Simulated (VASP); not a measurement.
Band structure of ZrO2 (fluorite). Level of theory: SCAN meta-GGA, VASP's PBE PAW potentials (set 64) (plane waves; VASP 6.6.1).

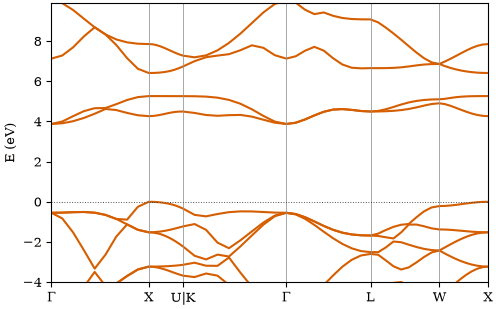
Bands along high-symmetry lines, zero at the valence-band maximum or, without a gap, the Fermi level

Task: Read the plot: is there a gap, and where are the band edges?

Result: The gap is indirect, 3.88 eV, from the valence maximum at X to the conduction minimum at Γ.

The compound is ZrO2 in the fluorite structure, the high-temperature cubic form, which is unstable at 0 K; the monoclinic form is the stable one. It was relaxed first.
